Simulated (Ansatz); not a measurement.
Process, species as SMILES: C[SiH2] (CH3-SiH2) → C atom + 5 H atom + Si atom
B3LYP-D3(BJ)/def2-TZVP geometries, fixed; electronic energies without zero-point terms.
Largest species:
```xyz
7

C     -0.0008     0.0642    -1.2011
Si     0.0002     0.0478     0.6809
H      0.0023    -0.9574    -1.5919
H     -0.8865     0.5712    -1.5864
H      0.8811     0.5770    -1.5873
H     -1.2107    -0.6263     1.2208
H      1.2161    -0.6184     1.2195
```
Charge 0, spin multiplicity 2.

Basis-set convergence of the atomisation energy at CCSD(T) with Ansatz (a quantum-chemistry and plane-wave program). All functions are spherical. Cores are frozen. Open shells are unrestricted. No added dispersion term, no relativity. Functions are those of the species that has most. Reference: Hartree-Fock in cc-pV(Q+d)Z plus the correlation part extrapolated as X^-3 from cc-pV(T+d)Z and cc-pV(Q+d)Z, 531.56 kcal/mol, itself unsure by roughly 1.87 kcal/mol (a third of the extrapolation step and of the last Hartree-Fock step). Deviations are taken from unrounded values.

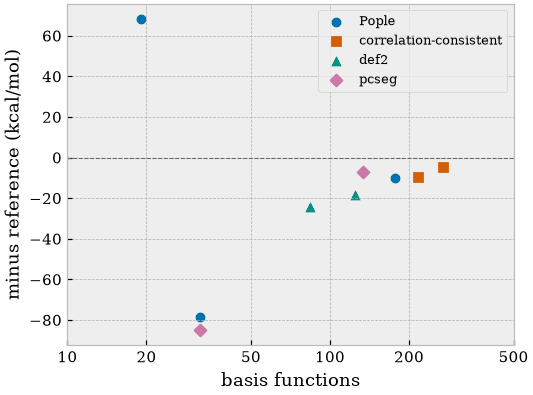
Figure: Deviation from the reference against the number of basis functions, by family of sets.

| basis | functions | atomisation energy (kcal/mol) | minus reference (kcal/mol) |
|---|---|---|---|
| STO-3G | 19 | 599.66 | 68.10 |
| 3-21G | 32 | 452.85 | -78.71 |
| pcseg-0 | 32 | 446.75 | -84.81 |
| def2-SVPD | 84 | 507.27 | -24.29 |
| def2-TZVPD | 125 | 512.92 | -18.64 |
| pcseg-2 | 134 | 524.61 | -6.95 |
| 6-311++G(3df,3pd) | 176 | 521.70 | -9.86 |
| aug-cc-pV(T+d)Z | 216 | 522.03 | -9.53 |
| cc-pV(Q+d)Z | 269 | 526.96 | -4.60 |
